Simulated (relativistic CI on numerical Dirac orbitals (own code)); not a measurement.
# Ag⁹⁺: one ion under different settings

How much do the settings matter for Ag⁹⁺? One ion, several inputs.

Program: relativistic CI on numerical Dirac orbitals (own code) version 3. Level of theory: Dirac-Coulomb-Breit CI, KLI orbitals optimised for each configuration, model QED (radiative potential, 1s self-energy scaled to tabulated hydrogen-like ionisation energies), numerical settings as typed. These are calculated values, not measurements, unless marked.

## 1. The system

| Item | Value |
| --- | --- |
| ion | Ag⁹⁺ (Ag X) |
| nuclear charge | 47 |
| electrons | 38 |
| isotope | A = 107 |

## 2. The usual input

Settings of the run:

```ini
atom Ag  Z=47  charge=9  electrons=38
nucleus A=107  rms_radius_fm=4.5454
hamiltonian dirac-coulomb  breit=on  qed=on  c_scale=1
orbitals kli  potential=per-configuration
slater_scale 1
correlation none
mixing on
grid step=0.0125 r_max=20.1
scf mixing=0.4 start=green max_iterations=150 tolerance=2e-08 node_fill=0.05
configurations
  [Kr] 4d2
  [Ar] 3d10 4s2 4p5 4d3
  [Kr] 4d 4f
  [Kr] 4d 5s
  [Kr] 4f2
end
```

On the command line:

```console
> python run_levels.py task.json out
```

The settings of every run stand in task.json; they run in order.

From the run's result record (rounded, not every field):

```text
status: converged
levels [i, E_cm, J2, conf, term, w_term, w_jj]:
  - [0, 0, 4, "4p6 4d2", "3F", 0.9565, 0.8412]
  - [1, 5426.3701, 6, "4p6 4d2", "3F", 0.9993, 0.9993]
  - [2, 10962.088, 8, "4p6 4d2", "3F", 0.9806, 0.6799]
  - [3, 20470.549, 0, "4p6 4d2", "3P", 0.9742, 0.7432]
  - [4, 20491.363, 4, "4p6 4d2", "1D", 0.5986, 0.812]
  - [5, 23066.781, 2, "4p6 4d2", "3P", 0.998, 0.998]
  - [6, 29219.305, 4, "4p6 4d2", "3P", 0.6307, 0.9453]
  - [7, 32915.985, 8, "4p6 4d2", "1G", 0.9805, 0.6798]
  - [8, 67445.96, 0, "4p6 4d2", "1S", 0.9703, 0.7409]
  - [9, 381848.66, 2, "4p6 4d 5s", "3D", 1, 1]
  - [10, 383537.47, 4, "4p6 4d 5s", "3D", 0.8825, 0.892]
  - [11, 389543.27, 6, "4p6 4d 5s", "3D", 1, 1]
  - [12, 395345.92, 4, "4p6 4d 5s", "1D", 0.8824, 0.8919]
  - [13, 426327.68, 4, "4p5 4d3", "5D*", 0.5492, 0.5103]
  - "... 16 more rows left out ..."
total_energy [Ha]: -5285.488055
n_levels_all: 156
overlap: 7.11266e-12
scf_iterations: [11, 11, 12, 11, 14]
orbital_energies [Ha]: {"1s": -936.23, "2s": -143.707, "2p1/2": -133.988, "2p3/2": -127.563, "3s": -31.9327, "3p1/2": -28.0751, "3p3/2": -26.9312, "3d3/2": -20.1314, "3d5/2": -19.9005, "4s": -9.69823, "4p1/2": -8.41043, "4p3/2": -8.18879, "4d3/2": -6.10136, "4d5/2": -6.06493}
configurations [conf, odd, states, E_av_Ha, breit_Ha, qed_Ha]:
  - ["4p6 4d2", 0, 45, -5291.353134, 3.571, 2.385]
  - ["4p5 4d3", 1, 720, -5289.075471, 3.566, 2.385]
  - ["4p6 4d 4f", 1, 140, -5289.019025, 3.569, 2.385]
  - ["4p6 4d 5s", 0, 20, -5289.677191, 3.572, 2.387]
  - ["4p6 4f2", 0, 91, -5286.638568, 3.568, 2.385]
scf_steps of the first configuration [iteration, E_Ha, residual, outer_eigenvalue_Ha]:
  - [1, -5236.682601, 3.81, -11.38]
  - [2, -5280.365974, 1.73, -8.107]
  - [3, -5291.259341, 0.158, -6.082]
  - [4, -5291.335175, 0.0828, -6.173]
  - [5, -5291.353043, 0.00221, -6.067]
  - [6, -5291.35312, 0.000809, -6.065]
  - [7, -5291.353135, 0.000129, -6.065]
  - [8, -5291.353134, 3.65e-06, -6.065]
  - [9, -5291.353134, 5.49e-06, -6.065]
  - [10, -5291.353135, 5.31e-08, -6.065]
  - [11, -5291.353135, 2.2e-09, -6.065]
```

Wall time 0.53 s (1 thread, shared host).

## 3. Speed-of-light factor 2, grid step 0.02, iteration limit 30

Settings of the run:

```ini
atom Ag  Z=47  charge=9  electrons=38
nucleus A=107  rms_radius_fm=4.5454
hamiltonian dirac-coulomb  breit=on  qed=on  c_scale=2
orbitals kli  potential=per-configuration
slater_scale 1
correlation none
mixing on
grid step=0.02 r_max=20.1
scf mixing=0.4 start=green max_iterations=30 tolerance=2e-08 node_fill=0.05
configurations
  [Kr] 4d2
  [Ar] 3d10 4s2 4p5 4d3
  [Kr] 4d 4f
  [Kr] 4d 5s
  [Kr] 4f2
end
```

From the record:

```text
status: converged
levels [i, E_cm, J2, conf, term, w_term]:
  - [0, 0, 4, "4p6 4d2", "3F", 0.9949]
  - [1, 1211.3813, 6, "4p6 4d2", "3F", 0.9993]
  - [2, 2696.5971, 8, "4p6 4d2", "3F", 0.9984]
  - [3, 17104.582, 4, "4p6 4d2", "1D", 0.8359]
  - [4, 18414.898, 0, "4p6 4d2", "3P", 0.9962]
  - [5, 18867.517, 2, "4p6 4d2", "3P", 0.998]
  - [6, 20080.152, 4, "4p6 4d2", "3P", 0.8395]
  - [7, 27321.559, 8, "4p6 4d2", "1G", 0.9983]
  - "... 22 more rows left out ..."
total_energy [Ha]: -5199.5913319
n_levels_all: 156
overlap: 1.95086e-10
scf_iterations: [11, 11, 11, 11, 12]
orbital_energies [Ha]: {"1s": -914.407, "2s": -138.442, "2p1/2": -129.238, "2p3/2": -127.716, "3s": -30.8896, "3p1/2": -27.199, "3p3/2": -26.9294, "3d3/2": -20.2, "3d5/2": -20.1422, "4s": -9.48315, "4p1/2": -8.24515, "4p3/2": -8.19268, "4d3/2": -6.11788, "4d5/2": -6.10872}
configurations [conf, odd, states, E_av_Ha, breit_Ha, qed_Ha]:
  - ["4p6 4d2", 0, 45, -5202.187219, 0.8712, 1.791]
  - ["4p5 4d3", 1, 720, -5199.996819, 0.87, 1.791]
  - ["4p6 4d 4f", 1, 140, -5199.843397, 0.8708, 1.791]
  - ["4p6 4d 5s", 0, 20, -5200.412624, 0.8715, 1.792]
  - ["4p6 4f2", 0, 91, -5197.454024, 0.8705, 1.791]
scf_steps of the first configuration [iteration, E_Ha, residual, outer_eigenvalue_Ha]:
  - [1, -5151.622548, 3.69, -11.33]
  - [2, -5191.98352, 1.68, -8.128]
  - [3, -5202.10558, 0.15, -6.125]
  - [4, -5202.171985, 0.0766, -6.214]
  - [5, -5202.18713, 0.00154, -6.11]
  - [6, -5202.187205, 0.000744, -6.109]
  - [7, -5202.187219, 0.000158, -6.109]
  - [8, -5202.187219, 4.28e-06, -6.109]
  - [9, -5202.187219, 2.74e-06, -6.109]
  - [10, -5202.187219, 2.01e-08, -6.109]
  - [11, -5202.187219, 1.06e-08, -6.109]
```

Wall time 0.31 s (1 thread, shared host).

With a scaled speed of light this is not the real ion; the QED potentials keep the true α and change only through the orbitals.

## 4. Grid step 0.03

Settings of the run:

```ini
atom Ag  Z=47  charge=9  electrons=38
nucleus A=107  rms_radius_fm=4.5454
hamiltonian dirac-coulomb  breit=on  qed=on  c_scale=1
orbitals kli  potential=per-configuration
slater_scale 1
correlation none
mixing on
grid step=0.03 r_max=20.1
scf mixing=0.4 start=green max_iterations=150 tolerance=2e-08 node_fill=0.05
configurations
  [Kr] 4d2
  [Ar] 3d10 4s2 4p5 4d3
  [Kr] 4d 4f
  [Kr] 4d 5s
  [Kr] 4f2
end
```

From the record:

```text
status: converged
levels [i, E_cm, J2, conf, term, w_term]:
  - [0, 0, 4, "4p6 4d2", "3F", 0.9565]
  - [1, 5426.3646, 6, "4p6 4d2", "3F", 0.9993]
  - [2, 10962.078, 8, "4p6 4d2", "3F", 0.9806]
  - [3, 20470.546, 0, "4p6 4d2", "3P", 0.9742]
  - [4, 20491.357, 4, "4p6 4d2", "1D", 0.5987]
  - [5, 23066.775, 2, "4p6 4d2", "3P", 0.998]
  - [6, 29219.292, 4, "4p6 4d2", "3P", 0.6307]
  - [7, 32915.975, 8, "4p6 4d2", "1G", 0.9805]
  - "... 22 more rows left out ..."
total_energy [Ha]: -5285.4877623
n_levels_all: 156
overlap: 3.33465e-09
scf_iterations: [11, 11, 12, 11, 11]
orbital_energies [Ha]: {"1s": -936.23, "2s": -143.707, "2p1/2": -133.988, "2p3/2": -127.563, "3s": -31.9327, "3p1/2": -28.0751, "3p3/2": -26.9312, "3d3/2": -20.1314, "3d5/2": -19.9005, "4s": -9.69823, "4p1/2": -8.41043, "4p3/2": -8.18879, "4d3/2": -6.10136, "4d5/2": -6.06493}
configurations [conf, odd, states, E_av_Ha, breit_Ha, qed_Ha]:
  - ["4p6 4d2", 0, 45, -5291.352842, 3.571, 2.385]
  - ["4p5 4d3", 1, 720, -5289.075179, 3.566, 2.385]
  - ["4p6 4d 4f", 1, 140, -5289.018733, 3.569, 2.385]
  - ["4p6 4d 5s", 0, 20, -5289.676898, 3.572, 2.387]
  - ["4p6 4f2", 0, 91, -5286.638276, 3.568, 2.385]
scf_steps of the first configuration [iteration, E_Ha, residual, outer_eigenvalue_Ha]:
  - [1, -5236.682313, 3.81, -11.38]
  - [2, -5280.365682, 1.73, -8.107]
  - [3, -5291.259048, 0.158, -6.082]
  - [4, -5291.334881, 0.0828, -6.173]
  - [5, -5291.352751, 0.00221, -6.067]
  - [6, -5291.352827, 0.000808, -6.065]
  - [7, -5291.352842, 0.00013, -6.065]
  - [8, -5291.352842, 3.11e-06, -6.065]
  - [9, -5291.352842, 4.92e-06, -6.065]
  - [10, -5291.352842, 3.55e-08, -6.065]
  - [11, -5291.352842, 7.07e-09, -6.065]
```

Wall time 0.22 s (1 thread, shared host).

## 5. Tolerance 1e-06, QED terms off, Breit term off

Settings of the run:

```ini
atom Ag  Z=47  charge=9  electrons=38
nucleus A=107  rms_radius_fm=4.5454
hamiltonian dirac-coulomb  breit=off  qed=off  c_scale=1
orbitals kli  potential=per-configuration
slater_scale 1
correlation none
mixing on
grid step=0.0125 r_max=20.1
scf mixing=0.4 start=green max_iterations=150 tolerance=1e-06 node_fill=0.05
configurations
  [Kr] 4d2
  [Ar] 3d10 4s2 4p5 4d3
  [Kr] 4d 4f
  [Kr] 4d 5s
  [Kr] 4f2
end
```

From the record:

```text
status: converged
levels [i, E_cm, J2, conf, term, w_term]:
  - [0, 0, 4, "4p6 4d2", "3F", 0.9544]
  - [1, 5646.6962, 6, "4p6 4d2", "3F", 0.9993]
  - [2, 11381.794, 8, "4p6 4d2", "3F", 0.9792]
  - [3, 20528.865, 0, "4p6 4d2", "3P", 0.9727]
  - [4, 20672.9, 4, "4p6 4d2", "1D", 0.5938]
  - [5, 23247.614, 2, "4p6 4d2", "3P", 0.998]
  - [6, 29667.748, 4, "4p6 4d2", "3P", 0.6273]
  - [7, 33241.27, 8, "4p6 4d2", "1G", 0.9791]
  - "... 22 more rows left out ..."
total_energy [Ha]: -5291.4448155
n_levels_all: 156
overlap: 7.11462e-12
scf_iterations: [10, 10, 10, 10, 11]
orbital_energies [Ha]: {"1s": -936.23, "2s": -143.707, "2p1/2": -133.988, "2p3/2": -127.563, "3s": -31.9327, "3p1/2": -28.0751, "3p3/2": -26.9312, "3d3/2": -20.1314, "3d5/2": -19.9005, "4s": -9.69823, "4p1/2": -8.41043, "4p3/2": -8.18879, "4d3/2": -6.10136, "4d5/2": -6.06493}
configurations [conf, odd, states, E_av_Ha, breit_Ha, qed_Ha]:
  - ["4p6 4d2", 0, 45, -5291.353134, 0, 0]
  - ["4p5 4d3", 1, 720, -5289.075471, 0, 0]
  - ["4p6 4d 4f", 1, 140, -5289.019025, 0, 0]
  - ["4p6 4d 5s", 0, 20, -5289.677191, 0, 0]
  - ["4p6 4f2", 0, 91, -5286.638568, 0, 0]
scf_steps of the first configuration [iteration, E_Ha, residual, outer_eigenvalue_Ha]:
  - [1, -5236.682601, 3.81, -11.38]
  - [2, -5280.365974, 1.73, -8.107]
  - [3, -5291.259341, 0.158, -6.082]
  - [4, -5291.335175, 0.0828, -6.173]
  - [5, -5291.353043, 0.00221, -6.067]
  - [6, -5291.35312, 0.000809, -6.065]
  - [7, -5291.353135, 0.000129, -6.065]
  - [8, -5291.353134, 3.65e-06, -6.065]
  - [9, -5291.353134, 5.49e-06, -6.065]
  - [10, -5291.353135, 5.31e-08, -6.065]
```

Wall time 0.34 s (1 thread, shared host).

## 6. End of the grid 60.3, node fill 0.01, Slater scale 0.6

Settings of the run:

```ini
atom Ag  Z=47  charge=9  electrons=38
nucleus A=107  rms_radius_fm=4.5454
hamiltonian dirac-coulomb  breit=on  qed=on  c_scale=1
orbitals kli  potential=per-configuration
slater_scale 0.6
correlation none
mixing on
grid step=0.0125 r_max=60.3
scf mixing=0.4 start=green max_iterations=150 tolerance=2e-08 node_fill=0.01
configurations
  [Kr] 4d2
  [Ar] 3d10 4s2 4p5 4d3
  [Kr] 4d 4f
  [Kr] 4d 5s
  [Kr] 4f2
end
```

From the record:

```text
status: converged
levels [i, E_cm, J2, conf, term, w_term]:
  - [0, 0, 4, "4p6 4d2", "3F", 0.921]
  - [1, 5751.9474, 6, "4p6 4d2", "3F", 0.9998]
  - [2, 10916.142, 8, "4p6 4d2", "3F", 0.9394]
  - [3, 13533.42, 0, "4p6 4d2", "3P", 0.9473]
  - [4, 14772.725, 4, "4p6 4d2", "1D", 0.5252]
  - [5, 16693.24, 2, "4p6 4d2", "3P", 0.9993]
  - [6, 23157.796, 4, "4p6 4d2", "3P", 0.5826]
  - [7, 23375.141, 8, "4p6 4d2", "1G", 0.9393]
  - "... 22 more rows left out ..."
total_energy [Ha]: -5285.4621733
n_levels_all: 156
overlap: 7.243e-12
scf_iterations: [11, 11, 11, 11, 11]
orbital_energies [Ha]: {"1s": -936.518, "2s": -143.834, "2p1/2": -134.129, "2p3/2": -127.699, "3s": -31.9858, "3p1/2": -28.1306, "3p3/2": -26.9852, "3d3/2": -20.1879, "3d5/2": -19.9565, "4s": -9.71199, "4p1/2": -8.42382, "4p3/2": -8.20141, "4d3/2": -6.11276, "4d5/2": -6.07616}
configurations [conf, odd, states, E_av_Ha, breit_Ha, qed_Ha]:
  - ["4p6 4d2", 0, 45, -5291.352497, 3.573, 2.385]
  - ["4p5 4d3", 1, 720, -5289.074899, 3.568, 2.385]
  - ["4p6 4d 4f", 1, 140, -5289.018362, 3.571, 2.385]
  - ["4p6 4d 5s", 0, 20, -5289.676352, 3.574, 2.387]
  - ["4p6 4f2", 0, 91, -5286.637876, 3.57, 2.386]
scf_steps of the first configuration [iteration, E_Ha, residual, outer_eigenvalue_Ha]:
  - [1, -5236.682601, 3.79, -11.38]
  - [2, -5280.265063, 1.72, -8.115]
  - [3, -5291.274058, 0.157, -6.093]
  - [4, -5291.327388, 0.0821, -6.184]
  - [5, -5291.352235, 0.0024, -6.078]
  - [6, -5291.352565, 0.000773, -6.076]
  - [7, -5291.35249, 0.000113, -6.076]
  - [8, -5291.352497, 2.62e-06, -6.076]
  - [9, -5291.352498, 6.23e-06, -6.076]
  - [10, -5291.352497, 3.52e-08, -6.076]
  - [11, -5291.352497, 5.12e-09, -6.076]
```

Run time: 0.42 s. Hardware: 1 thread, shared host.

## 7. Potential mixing 1.8

Settings of the run:

```ini
atom Ag  Z=47  charge=9  electrons=38
nucleus A=107  rms_radius_fm=4.5454
hamiltonian dirac-coulomb  breit=on  qed=on  c_scale=1
orbitals kli  potential=per-configuration
slater_scale 1
correlation none
mixing on
grid step=0.0125 r_max=20.1
scf mixing=1.8 start=green max_iterations=53 tolerance=2e-08 node_fill=0.05
configurations
  [Kr] 4d2
  [Ar] 3d10 4s2 4p5 4d3
  [Kr] 4d 4f
  [Kr] 4d 5s
  [Kr] 4f2
end
```

From the record:

```text
status: converged
levels [i, E_cm, J2, conf, term, w_term]:
  - [0, 0, 4, "4p6 4d2", "3F", 0.9565]
  - [1, 5426.37, 6, "4p6 4d2", "3F", 0.9993]
  - [2, 10962.088, 8, "4p6 4d2", "3F", 0.9806]
  - [3, 20470.549, 0, "4p6 4d2", "3P", 0.9742]
  - [4, 20491.363, 4, "4p6 4d2", "1D", 0.5986]
  - [5, 23066.781, 2, "4p6 4d2", "3P", 0.998]
  - [6, 29219.305, 4, "4p6 4d2", "3P", 0.6307]
  - [7, 32915.985, 8, "4p6 4d2", "1G", 0.9805]
  - "... 22 more rows left out ..."
total_energy [Ha]: -5285.488055
n_levels_all: 156
overlap: 7.11279e-12
scf_iterations: [12, 13, 13, 12, 17]
orbital_energies [Ha]: {"1s": -936.23, "2s": -143.707, "2p1/2": -133.988, "2p3/2": -127.563, "3s": -31.9327, "3p1/2": -28.0751, "3p3/2": -26.9312, "3d3/2": -20.1314, "3d5/2": -19.9005, "4s": -9.69823, "4p1/2": -8.41043, "4p3/2": -8.18879, "4d3/2": -6.10136, "4d5/2": -6.06493}
configurations [conf, odd, states, E_av_Ha, breit_Ha, qed_Ha]:
  - ["4p6 4d2", 0, 45, -5291.353134, 3.571, 2.385]
  - ["4p5 4d3", 1, 720, -5289.075471, 3.566, 2.385]
  - ["4p6 4d 4f", 1, 140, -5289.019025, 3.569, 2.385]
  - ["4p6 4d 5s", 0, 20, -5289.677191, 3.572, 2.387]
  - ["4p6 4f2", 0, 91, -5286.638568, 3.568, 2.385]
scf_steps of the first configuration [iteration, E_Ha, residual, outer_eigenvalue_Ha]:
  - [1, -5236.682601, 3.81, -11.38]
  - [2, -4916.743164, 9.72, -2.677]
  - [3, -5289.49251, 0.758, -7.802]
  - [4, -5290.386216, 0.66, -7.028]
  - [5, -5291.217316, 0.248, -6.435]
  - [6, -5291.345297, 0.0584, -5.983]
  - [7, -5291.352342, 0.0203, -6.096]
  - [8, -5291.353128, 0.000864, -6.064]
  - [9, -5291.353134, 5.7e-05, -6.065]
  - [10, -5291.353135, 1.1e-05, -6.065]
  - [11, -5291.353135, 6.54e-07, -6.065]
  - [12, -5291.353135, 1.69e-08, -6.065]
```

Run time: 0.46 s. Hardware: 1 thread, shared host.

The value lies outside the usual range, yet the result is unchanged in this case.

## 8. Comparison

| setting | total energy less usual (Ha) | largest shift of a level among the lowest eight of both runs, same label and place (cm⁻¹) | SCF iterations | time | lowest level | kind of change |
| --- | --- | --- | --- | --- | --- | --- |
| usual | 0 | 0 | 59 | 0.53 s | 4d2 3F2 | - |
| speed-of-light factor 2, grid step 0.02, iteration limit 30 | 85.9 | 9140 | 56 | 0.31 s | 4d2 3F2 | unphysical constant |
| grid step 0.03 | 0.000293 | 0.0127 | 56 | 0.22 s | 4d2 3F2 | numerical |
| tolerance 1e-06, QED terms off, Breit term off | -5.96 | 448 | 51 | 0.34 s | 4d2 3F2 | model term |
| end of the grid 60.3, node fill 0.01, Slater scale 0.6 | 0.0259 | 9540 | 55 | 0.42 s | 4d2 3F2 | model term |
| potential mixing 1.8 | 0 | 0 | 67 | 0.46 s | 4d2 3F2 | extreme, harmless here |

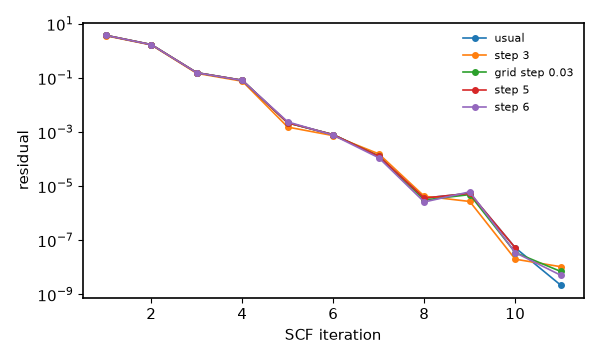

Residual of the first configuration's SCF.

## 9. Results

```
                    quantity          value
lowest level, usual settings        4d2 3F2
                total energy  -5285.4881 Ha
            first excitation    5426.4 cm⁻¹
```

What this shows: Among the runs whose levels can be followed, they move most under «end of the grid 60.3, node fill 0.01, Slater scale 0.6» (model term), by up to 9540 cm⁻¹. No visible change in the result comes from «potential mixing 1.8». Only the listed configurations are in the model.
